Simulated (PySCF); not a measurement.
# C7H7F: excited states, first hyperpolarisability

What do calculations give for the excited states, first hyperpolarisability of C7H7F (`Cc1ccc(F)cc1`)?

Programs: PySCF 2.14.0, with routines of our own; each step states its level. All values are computed. Atoms count from 0.

### Step 1. The system as given

15 atoms, charge 0, multiplicity 1; geometry from: GFN2-xTB.

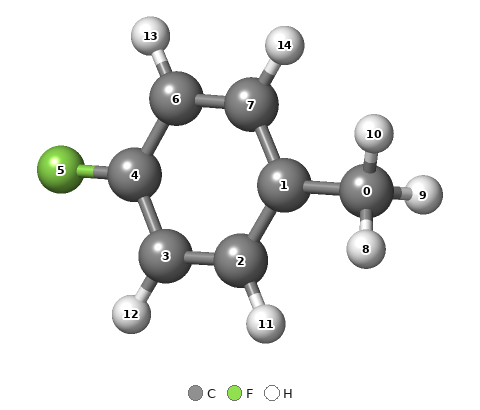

The starting geometry (carbon grey, fluorine green, hydrogen white).

### Step 2. Relaxing the molecule at PBE0-D3(BJ)/def2-SVP

Job settings and geometry (Å):

```
{"job": {"xc": "PBE0", "basis": "def2-SVP", "d3": "d3bj", "grid": 2, "kind": "geom"}, "charge": 0, "multiplicity": 1}
C      2.216246    -0.234843    -0.047558
C      0.727007    -0.074874    -0.002715
C     -0.098990    -1.180517     0.162199
C     -1.475318    -1.046310     0.185830
C     -2.021240     0.214989     0.038804
F     -3.365461     0.357217     0.062728
C     -1.228991     1.334834    -0.130756
C      0.145133     1.178813    -0.149860
H      2.533273    -1.085710     0.550342
H      2.541890    -0.404809    -1.074255
H      2.714541     0.659427     0.318525
H      0.340121    -2.161097     0.274011
H     -2.121393    -1.900165     0.315991
H     -1.686747     2.304861    -0.244457
H      0.775514     2.046175    -0.280742
```

Command:

```console
> OMP_NUM_THREADS=1 python excited_run.py task.json out
```

One launch serves the whole session: the jobs run in the order shown.

The log of the run:

```text
step   0  E = -370.12500676  max force = 0.019807
step   1  E = -370.12659674  max force = 0.003249
step   2  E = -370.12661721  max force = 0.000880
step   3  E = -370.12661705  max force = 0.000461
step   4  E = -370.12662065  max force = 0.000088
optimisation converged
```

It took 50 s on 1 thread of Arm Neoverse V2, shared host; peak memory 0.72 GiB.

The steps of the relaxation:

```csv
step,energy from step 0 (eV),largest force component (eV/Å)
0,0.0000,1.0185
1,-0.0433,0.1671
2,-0.0438,0.0453
3,-0.0438,0.0237
4,-0.0439,0.0045
```

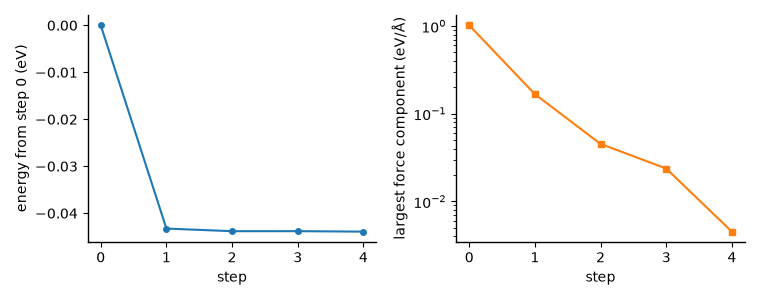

Energy and largest force along the relaxation.

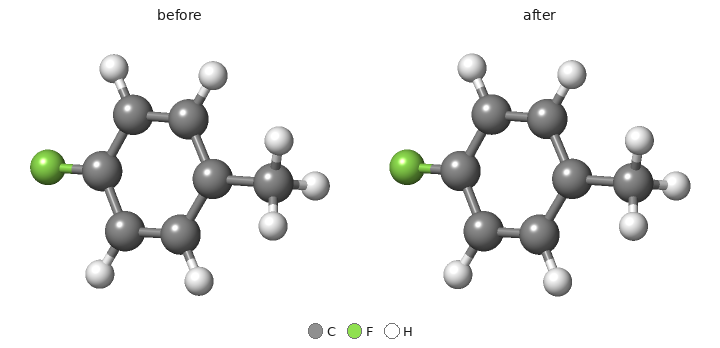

Before and after, at one scale.

Close pairs (by a distance rule), those that changed most:

```csv
bond,before (Å),after (Å),change (Å)
C4–F5,1.352,1.334,-0.018
C7–H14,1.080,1.093,+0.013
C2–H11,1.080,1.093,+0.013
C6–H13,1.079,1.092,+0.013
C3–H12,1.079,1.092,+0.013
C0–H9,1.090,1.103,+0.013
C0–H8,1.087,1.100,+0.012
C0–H10,1.087,1.100,+0.012
```

The end geometry stands in the next job.

```csv
at the end point,value
point group (found at 0.08 Å tolerance),Cs
"rotational constants (GHz, main isotopes)","5.526, 1.431, 1.145"
dipole moment (D),1.77
```

### Step 3. Excited states: TDA wB97X-D/def2-TZVP

Job settings and geometry (Å):

```
{"job": {"kind": "states", "xc": "wB97X-D", "basis": "def2-TZVP", "tda": true, "soc": true, "nstates": 6, "ntriplets": 5, "nquad": 4}, "charge": 0, "multiplicity": 1}
C      2.379910    -0.146051    -0.000635
C      0.887810     0.014888     0.051496
C      0.047190    -1.092116     0.219604
C     -1.338921    -0.957846     0.238290
C     -1.892829     0.306749     0.087519
F     -3.218939     0.446183     0.106863
C     -1.092221     1.429486    -0.077512
C      0.291692     1.273385    -0.093351
H      2.714390    -1.002847     0.602127
H      2.724828    -0.318840    -1.033991
H      2.895568     0.752079     0.369163
H      0.486038    -2.086150     0.341632
H     -1.996840    -1.818524     0.371964
H     -1.560008     2.409591    -0.187349
H      0.924317     2.156233    -0.219667
```

Level: TDA wB97X-D/def2-TZVP excited states, vertical, gas phase, spin-orbit mean-field couplings.

The log of the run:

```text
coarse grid: 13032 points
cycle   1  E = -370.7744737535  dE =  1.551e+00  |g| = 5.113e-01  |ddm| = 6.036e+00
cycle   2  E = -370.7856364162  dE = -1.116e-02  |g| = 5.240e-01  |ddm| = 1.033e+00
cycle   3  E = -370.8259244769  dE = -4.029e-02  |g| = 5.931e-02  |ddm| = 5.904e-01
cycle   4  E = -370.8265422326  dE = -6.178e-04  |g| = 2.661e-02  |ddm| = 7.105e-02
cycle   5  E = -370.8267052127  dE = -1.630e-04  |g| = 5.164e-03  |ddm| = 2.960e-02
cycle   6  E = -370.8267113606  dE = -6.148e-06  |g| = 1.506e-03  |ddm| = 7.075e-03
final grid: 127664 points
cycle   7  E = -370.8144551764  dE = -1.878e-04  |g| = 7.758e-03  |ddm| = 2.805e-01
cycle   8  E = -370.8144553931  dE = -2.167e-07  |g| = 8.101e-03  |ddm| = 3.174e-02
cycle   9  E = -370.8144646570  dE = -9.264e-06  |g| = 7.027e-04  |ddm| = 1.025e-02
cycle  10  E = -370.8144647396  dE = -8.264e-08  |g| = 3.169e-04  |ddm| = 1.550e-03
cycle  11  E = -370.8144647615  dE = -2.191e-08  |g| = 5.082e-05  |ddm| = 3.549e-04
cycle  12  E = -370.8144647624  dE = -9.057e-10  |g| = 2.494e-05  |ddm| = 2.076e-04
converged SCF energy = -370.8144647624

Singlet excitations
state   eV       nm        f     d(h-e)  d(exc)  Lambda  PR(NTO)  |dmu|/D   mu/D   main configurations
  1   5.3594   231.3   0.02244   0.030   2.701   0.687   1.757    0.037    1.783   H->L 0.69, H-1->L+1 0.30
  2   6.3138   196.4   0.01823   0.107   2.744   0.857   2.033    0.331    1.484   H->L+1 0.57, H-1->L 0.40
  3   7.5702   163.8   1.01834   0.168   2.820   0.810   2.263    0.478    1.390   H-1->L 0.51, H->L+1 0.35
  4   7.5892   163.4   0.70781   0.230   2.770   0.646   1.939    0.750    1.066   H-1->L+1 0.65, H->L 0.27
  5   7.7220   160.6   0.08965   0.718   3.545   0.387   1.225                     H->L+2 0.74, H->L+3 0.10
  6   7.7829   159.3   0.00622   0.073   2.799   0.528   1.113                     H-2->L 0.94

Triplet excitations (Tamm-Dancoff)
state   eV     d(h-e)  d(exc)  Lambda  PR(NTO)   main configurations
  1   4.1550   0.034   2.451   0.849   2.004   H->L+1 0.59, H-1->L 0.37
  2   4.4197   0.022   2.678   0.702   1.052   H->L 0.96
  3   4.7938   0.069   2.631   0.873   1.910   H-1->L 0.61, H->L+1 0.38
  4   5.5275   0.152   2.616   0.650   1.052   H-1->L+1 0.97
  5   7.4218   0.011   2.355   0.670   1.357   H-3->L 0.79
S1 - T1 = 1.2044 eV

Spin-orbit couplings |<S|Hso|T>| (cm-1)
             T1       T2       T3       T4       T5
S0        0.056    0.200    0.085    0.107    0.334
S1        0.096    0.035    0.020    0.020    0.140
S2        0.156    0.056    0.062    0.091    0.059
S3        1.183    0.065    1.049    0.064    0.325
S4        0.055    0.188    0.119    0.318    0.188
S5        3.750    1.431    3.380    0.288    2.039
S6        1.536   10.200    0.378    1.982    8.657
T1 sublevels (cm-1): 0.000 0.001 0.001   radiative rates (1/s): 0.00931 0.000261 0.000457
```

It took 74 s on 1 thread of Arm Neoverse V2, shared host; peak memory 1.1 GiB.

From this job:

```csv
quantity,value
S1 less T1,1.20 eV
```

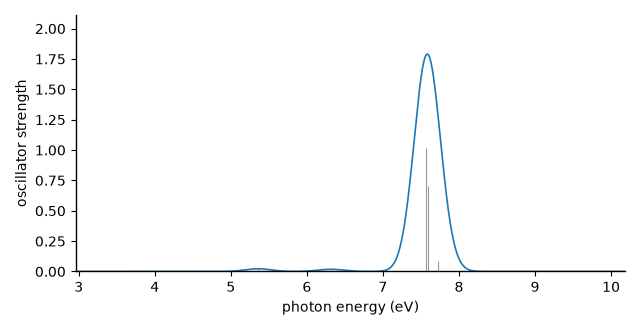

Absorption lines of the singlets. Lines are broadened to a width of 0.40 eV (Gaussian).

### Step 4. Excited states: TDDFT CAM-B3LYP/aug-cc-pVDZ

Settings changed since step 3:

```diff
@@ -1,2 +1,2 @@
-{"job": {"kind": "states", "xc": "wB97X-D", "basis": "def2-TZVP", "tda": true, "soc": true, "nstates": 6, "ntriplets": 5, "nquad": 4}, "charge": 0, "multiplicity": 1}
+{"job": {"kind": "states", "xc": "CAM-B3LYP", "basis": "aug-cc-pVDZ", "tpa": true, "nstates": 8, "nquad": 6, "ntriplets": 0}, "charge": 0, "multiplicity": 1}
 C      2.379910    -0.146051    -0.000635
```

With the program's defaults for keys left out, this is: TDDFT CAM-B3LYP/aug-cc-pVDZ excited states, vertical, gas phase, two-photon moments by quadratic response.

The log of the run:

```text
coarse grid: 13032 points
cycle   1  E = -370.5906199641  dE =  1.520e+00  |g| = 4.740e-01  |ddm| = 3.138e+01
cycle   2  E = -370.5943054553  dE = -3.685e-03  |g| = 5.113e-01  |ddm| = 4.075e+00
cycle   3  E = -370.6390311617  dE = -4.473e-02  |g| = 6.388e-02  |ddm| = 1.603e+00
cycle   4  E = -370.6397483966  dE = -7.172e-04  |g| = 2.990e-02  |ddm| = 3.797e-01
cycle   5  E = -370.6399677202  dE = -2.193e-04  |g| = 5.791e-03  |ddm| = 2.111e-01
cycle   6  E = -370.6399748637  dE = -7.144e-06  |g| = 1.965e-03  |ddm| = 4.275e-02
final grid: 127664 points
cycle   7  E = -370.6584100778  dE = -2.134e-05  |g| = 3.109e-03  |ddm| = 4.632e-01
cycle   8  E = -370.6584099078  dE =  1.701e-07  |g| = 3.457e-03  |ddm| = 5.088e-02
cycle   9  E = -370.6584125108  dE = -2.603e-06  |g| = 4.486e-04  |ddm| = 1.590e-02
cycle  10  E = -370.6584125497  dE = -3.888e-08  |g| = 1.325e-04  |ddm| = 2.959e-03
cycle  11  E = -370.6584125538  dE = -4.163e-09  |g| = 3.476e-05  |ddm| = 1.115e-03
cycle  12  E = -370.6584125541  dE = -2.875e-10  |g| = 1.371e-05  |ddm| = 2.510e-04
converged SCF energy = -370.6584125541

Singlet excitations
state   eV       nm        f     d(h-e)  d(exc)  Lambda  PR(NTO)  |dmu|/D   mu/D   delta(TPA)   sigma/GM   main configurations
  1   5.2269   237.2   0.02131   0.027   2.764   0.620   1.714    0.012    1.924        1.23      0.012   H->L+1 0.76, H-1->L+4 0.15
  2   5.9770   207.4   0.01922   0.206   2.962   0.715   1.971    0.753    1.307        6.26      0.082   H->L+4 0.55, H-1->L+1 0.33, H->L+7 0.09
  3   6.1070   203.0   0.00037   0.976   4.589   0.213   1.019    3.671    1.745        1.41      0.019   H->L 0.88
  4   6.6390   186.8   0.00026   0.485   5.051   0.130   1.051    1.613    0.601        1.56      0.025   H->L+2 0.93
  5   6.6517   186.4   0.00370   0.039   5.059   0.188   1.050    0.389    2.309       31.02      0.503   H->L+3 0.80
  6   6.7369   184.0   0.00015   0.583   4.460   0.194   1.070    1.812    0.168      126.80      2.108   H-1->L 0.78, H-1->L+3 0.11
  7   6.8567   180.8   0.42258   0.395   3.235   0.511   1.589                                            H-1->L+4 0.69, H->L+1 0.20
  8   6.8668   180.6   0.51973   0.623   3.515   0.725   2.250                                            H-1->L+1 0.56, H->L+4 0.35
```

It took 78 s on 1 thread of Arm Neoverse V2, shared host; peak memory 1 GiB.

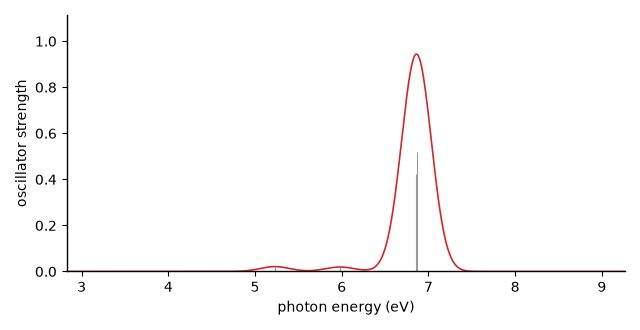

Absorption lines of the singlets. Lines are broadened to a width of 0.40 eV (Gaussian).

### Step 5. First hyperpolarisability: quadratic response CAM-B3LYP/aug-cc-pVDZ

Settings changed since step 4:

```diff
@@ -1,2 +1,2 @@
-{"job": {"kind": "states", "xc": "CAM-B3LYP", "basis": "aug-cc-pVDZ", "tpa": true, "nstates": 8, "nquad": 6, "ntriplets": 0}, "charge": 0, "multiplicity": 1}
+{"job": {"kind": "beta", "xc": "CAM-B3LYP", "basis": "aug-cc-pVDZ"}, "charge": 0, "multiplicity": 1}
 C      2.379910    -0.146051    -0.000635
```

Level: quadratic response CAM-B3LYP/aug-cc-pVDZ first hyperpolarisability, Taylor convention, gas phase.

The log of the run:

```text
coarse grid: 13032 points
cycle   1  E = -370.5906199641  dE =  1.520e+00  |g| = 4.740e-01  |ddm| = 3.138e+01
cycle   2  E = -370.5943054553  dE = -3.685e-03  |g| = 5.113e-01  |ddm| = 4.075e+00
cycle   3  E = -370.6390311617  dE = -4.473e-02  |g| = 6.388e-02  |ddm| = 1.603e+00
cycle   4  E = -370.6397483966  dE = -7.172e-04  |g| = 2.990e-02  |ddm| = 3.797e-01
cycle   5  E = -370.6399677202  dE = -2.193e-04  |g| = 5.791e-03  |ddm| = 2.111e-01
cycle   6  E = -370.6399748637  dE = -7.144e-06  |g| = 1.965e-03  |ddm| = 4.275e-02
final grid: 127664 points
cycle   7  E = -370.6584100778  dE = -2.134e-05  |g| = 3.109e-03  |ddm| = 4.632e-01
cycle   8  E = -370.6584099078  dE =  1.701e-07  |g| = 3.457e-03  |ddm| = 5.088e-02
cycle   9  E = -370.6584125108  dE = -2.603e-06  |g| = 4.486e-04  |ddm| = 1.590e-02
cycle  10  E = -370.6584125497  dE = -3.888e-08  |g| = 1.325e-04  |ddm| = 2.959e-03
cycle  11  E = -370.6584125538  dE = -4.163e-09  |g| = 3.476e-05  |ddm| = 1.115e-03
cycle  12  E = -370.6584125541  dE = -2.875e-10  |g| = 1.371e-05  |ddm| = 2.510e-04
converged SCF energy = -370.6584125541

Lowest singlets (eV, f): 5.2269 0.0213  5.9770 0.0192  6.1070 0.0004

First hyperpolarisability (au)
process     nm      |vector|   parallel      HRS      DR
static         -      165.41     -99.25      64.17   6.451
shg       1907.0      170.54    -102.33      66.28   6.382
eope      1907.0      167.09    -100.25          -       -
shg       1064.0      183.12    -109.87      71.51    6.21
eope      1064.0      170.92    -102.55          -       -
```

Wall time 57 s (1 thread of Arm Neoverse V2, shared host); peak memory 1 GiB.

### Step 6. Results

| quantity | value |
| --- | --- |
| point group | Cs |
| rotational constants (main isotopes) | 5.53, 1.43, 1.15 GHz |
| S1 less T1 (step 3, TDA wB97X-D/def2-TZVP) | 1.20 eV |
| β vector (step 5, quadratic response CAM-B3LYP/aug-cc-pVDZ) | static 165, SHG 1907.0 nm 171, SHG 1064.0 nm 183 au |

What this shows: Over 4 steps the energy fell by 0.044 eV; of the close pairs, C4–F5 changed most, 1.352 to 1.334 Å. No frequency check was run at this level, so the end point may be a saddle. In step 3, the number of triplets below S1 is 3, and the largest singlet-triplet spin-orbit coupling is S6–T2, 10.20 cm⁻¹. β grows from 165 au (static) to 183 au for doubling at 1064.0 nm: normal dispersion, which grows as twice the photon energy moves toward the bright states.
